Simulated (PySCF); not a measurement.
# AuOH: relaxation and vibrations of the triplet

The task is one start of a wider search on AuOH: the triplet, from a PBE0 minimum start. It is relaxed, tested by its Hessian and followed downhill if it is a saddle.

Program: PySCF 2.14.0. Level of theory: PBE0, basis Au def2-TZVP with ECP60, O def2-TZVP, H def2-TZVP, scalar-relativistic core potentials, no spin–orbit coupling, density fitting. These are calculated values, not measurements.

## 1. Starting geometry

3 atoms, charge 0, spin multiplicity 3.

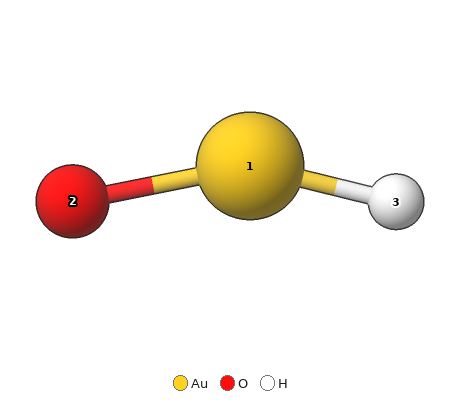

The starting geometry (gold amber, oxygen red, hydrogen white); atoms are numbered from 1 in the order of the file.

Z-matrix (Å, degrees; charge 0 multiplicity 3):
```
Au
O  1 1.9051
H  1 1.5838 2 154.89
```

## 2. First SCF at the start

One driver script runs all steps and calls PySCF; scf.py shows how it sets up the SCF of each step. The optimiser is the driver's own. After this first run the driver tries any further starts and a stability analysis.

scf.py reads:

```python
from pyscf import gto, scf, dft
mol = gto.M(atom='''
Au     0.130138     0.000000    -0.032777
O     -1.708124     0.000000     0.467431
H      1.690439     0.000000     0.239098''',
    basis={'Au': 'def2-TZVP', 'O': 'def2-TZVP', 'H': 'def2-TZVP'},
    ecp={'Au': 'def2-TZVP'},
    charge=0, spin=2)
mf = dft.UKS(mol, xc='PBE0')
mf.grids.atom_grid = (50, 194)
aux = {'Au': 'def2-universal-JKFIT', 'O': 'def2-universal-JKFIT', 'H': 'def2-universal-JKFIT'}
mf = mf.density_fit(auxbasis=aux)
mf.conv_tol = 1e-08
mf.diis_space = 10
mf.max_cycle = 60
mf.init_guess = 'minao'
mf.verbose = 4
mf.kernel()
```

Run with:

```sh
OMP_NUM_THREADS=2 python axn.py task.json out
```

Log:

```text
init E= -196.441074909945
[... the frontier-level lines of each cycle are left out ...]
cycle= 1 E= -210.552036303413  delta_E= -14.1  |g|= 1.46  |ddm|= 5.83
cycle= 2 E= -198.803891082932  delta_E= 11.7  |g|= 4.01  |ddm|=  5.6
cycle= 3 E= -211.206467906533  delta_E= -12.4  |g|= 0.575  |ddm|= 5.15
cycle= 4 E= -211.107061906546  delta_E= 0.0994  |g|= 0.801  |ddm|= 1.07
cycle= 5 E= -211.377261583932  delta_E= -0.27  |g|= 0.0984  |ddm|= 0.564
cycle= 6 E= -211.380243379591  delta_E= -0.00298  |g|= 0.0548  |ddm|= 0.0843
cycle= 7 E= -211.381300338521  delta_E= -0.00106  |g|= 0.0231  |ddm|= 0.0331
cycle= 8 E= -211.381637792829  delta_E= -0.000337  |g|= 0.00772  |ddm|= 0.0264
cycle= 9 E= -211.381711509441  delta_E= -7.37e-05  |g|= 0.00436  |ddm|= 0.0123
cycle= 10 E= -211.381769770142  delta_E= -5.83e-05  |g|= 0.00185  |ddm|= 0.0166
cycle= 11 E= -211.381791263209  delta_E= -2.15e-05  |g|= 0.000685  |ddm|= 0.0143
cycle= 12 E= -211.381793141168  delta_E= -1.88e-06  |g|= 0.00037  |ddm|= 0.00435
cycle= 13 E= -211.381793460789  delta_E= -3.2e-07  |g|= 0.000161  |ddm|= 0.00181
cycle= 14 E= -211.381793500654  delta_E= -3.99e-08  |g|= 6.53e-05  |ddm|= 0.000428
cycle= 15 E= -211.38179351534  delta_E= -1.47e-08  |g|= 1.58e-05  |ddm|= 0.000419
cycle= 16 E= -211.381793516607  delta_E= -1.27e-09  |g|= 7.26e-06  |ddm|= 0.000124
Extra cycle  E= -211.381793516685  delta_E= -7.73e-11  |g|= 1.07e-05  |ddm|= 2.43e-05
converged SCF energy = -211.381793516685  <S^2> = 2.0145816  2S+1 = 3.0097054
```

This step, with its further starts and checks, took 13 s on 2 threads of Arm Neoverse N1, shared host.

The starts that the driver tried:

```csv
start,energy (Eh)
the minimal-basis guess,-211.381794
a thermally smeared density,-211.381794
a smeared PBE density,-211.381794
```

No lower solution of this spin turned up from the other starts or in the test of internal stability.

## 3. Relaxation: PBE0 minimum start, triplet

The program finds Cs symmetry in the start, which this walk keeps.

scf.py: that of step 2 with these lines changed.

```diff
@@ -3,3 +3,3 @@
-Au     0.130138     0.000000    -0.032777
-O     -1.708124     0.000000     0.467431
-H      1.690439     0.000000     0.239098''',
+Au     0.130067     0.000000    -0.038673
+O     -1.708195     0.000000     0.461535
+H      1.690368     0.000000     0.233202''',
@@ -16 +15,0 @@
-mf.init_guess = 'minao'
```

Energy and gradient, step by step:

```csv
step,energy (Eh),change (kJ/mol),largest symmetric gradient (Eh/bohr)
0,-211.381794,0.00,0.00032
1,-211.381794,0.00,0.00021
```

The walk took 4.3 s.

Positions (Å) and forces (eV/Å) along the way:

```
step 0
Au   0.130   0.000  -0.039  -0.004   0.000  -0.017
O   -1.708   0.000   0.462   0.001   0.000   0.016
H    1.690   0.000   0.233   0.003   0.000   0.002
step 1
Au   0.130   0.000  -0.040   0.000   0.000  -0.011
O   -1.708   0.000   0.462   0.001   0.000   0.013
H    1.690   0.000   0.234  -0.002   0.000  -0.002
```

End point (Cs, 1 steps, 0.0 kJ/mol gained): Au–H 1.584 Å, Au–O 1.905 Å; H–Au–O 154.7°.

## 4. Is it a minimum? Harmonic modes

On the finer grid the gradient is checked again; gradients at displacements of ±0.02 bohr then give force constants and infrared intensities.

scf.py: that of step 3 with these lines changed.

```diff
@@ -3,3 +3,3 @@
-Au     0.130067     0.000000    -0.038673
-O     -1.708195     0.000000     0.461535
-H      1.690368     0.000000     0.233202''',
+Au     0.130073     0.000000    -0.037265
+O     -1.708074     0.000000     0.463113
+H      1.690382     0.000000     0.234807''',
@@ -10 +10 @@
-mf.grids.atom_grid = (50, 194)
+mf.grids.atom_grid = (75, 302)
@@ -13 +13 @@
-mf.conv_tol = 1e-08
+mf.conv_tol = 1e-10
```

The driver hands on the density of the step before, so the log starts near convergence.

Log of the central SCF (cycles and frontier levels):

```text
init E= -211.381826268462
[... the frontier-level lines of each cycle are left out ...]
cycle= 1 E= -211.381826268453  delta_E= 9.32e-12  |g|= 5.68e-06  |ddm|= 7.06e-06
Extra cycle  E= -211.381826268354  delta_E= 9.91e-11  |g|= 1.63e-05  |ddm|= 1.36e-05
converged SCF energy = -211.381826268354  <S^2> = 2.0145801  2S+1 = 3.0097044
```

The whole step took 57 s.

Geometry: Cs; Au–H 1.584 Å, Au–O 1.905 Å; H–Au–O 154.9°.

Modes, for the most abundant isotopes:

```csv
symmetry,ω (cm⁻¹),IR (km/mol),μ (u),type
a',384,184,1.08,bend
a',550,2.9,14.64,stretch
a',2186,40.4,1.01,stretch
```

Every mode is real; the point is a minimum.

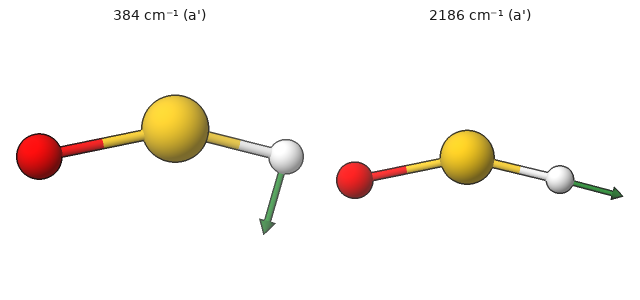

Displacements of 2 of the modes, as arrows (one member where a mode is degenerate).

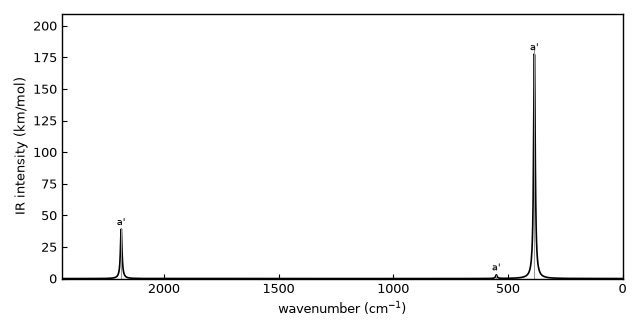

The harmonic infrared spectrum (widths in cm⁻¹). Lines are broadened to a width of 8 cm⁻¹ (Lorentzian).

Properties at this point:

- Dipole moment: 0.71 D
- Highest occupied level: -8.58 eV
- Lowest empty level: -4.98 eV
- Rotational constants: 38.92, 0.2999, 0.2976 cm⁻¹
- Zero-point energy: 18.7 kJ/mol
- Principal polarisabilities: 28.3, 28.5, 66.1 bohr³
- Atomisation energy without zero-point energy: 420 kJ/mol
- Principal traceless quadrupole moments about the centre of mass: -2.89, 1.18, 1.71 D Å
- Entropy at 298.15 K and 1 bar (electronic part: spin only): 270.0 J/(mol K)
- Heat capacity Cp at 298.15 K: 44.3 J/(mol K)
- Enthalpy at 298.15 K above 0 K: 11.27 kJ/mol
- Rotational symmetry number: 1
- Spin squared ⟨S²⟩: 2.015

Populations by atom (charges in e):

```tsv
atom	Mulliken	Löwdin	polar tensor	spin (Mulliken)	Mayer order to Au1
Au1	0.29	0.35	0.27	0.48	–
O2	-0.24	-0.17	-0.06	1.46	1.07
H3	-0.06	-0.18	-0.21	0.06	0.92
```

Outer orbital energies (eV). α occupied: -13.54, -13.31, -10.79, -10.44, -10.35, -10.21, -9.42, -8.58; empty: -0.62, -0.11, 0.65, 2.38. β occupied: -25.52, -13.45, -11.31, -10.89, -10.23, -10.19, -9.15, -8.60; empty: -4.98, -4.69, -0.37, 0.19.

Mulliken populations on Au1 (outside its core potential): s 3.21, p 6.17, d 9.31, f 0.01.

## 5. Summary of results

```
                                          quantity                                      value
                                           minimum                                triplet, Cs
                                          geometry  Au–H 1.584 Å, Au–O 1.905 Å; H–Au–O 154.9°
                                wavenumbers (cm⁻¹)              384 (a'), 550 (a'), 2186 (a')
                                     dipole moment                                     0.71 D
highest occupied, lowest empty level (either spin)                            -8.58, -4.98 eV
                        polar-tensor charge of Au1                                    +0.27 e
                                 zero-point energy                                18.7 kJ/mol
                               entropy at 298.15 K                            270.0 J/(mol K)
         atomisation energy (no zero-point energy)                                 420 kJ/mol
                                              ⟨S²⟩                                      2.015
```

The molecule stays Cs, as typed, and the end point is a minimum. In the infrared the band at 384 cm⁻¹ (a', bend) leads. Most of the spin sits on O2 (Mulliken spin 1.46, against 2 for the whole molecule). Other starts or spin states, not run here, may lie lower. One determinant may miss the lowest occupation of an open d or f shell. Spin–orbit coupling, left out here, can matter for elements this heavy.

The search up to here took 75 s.
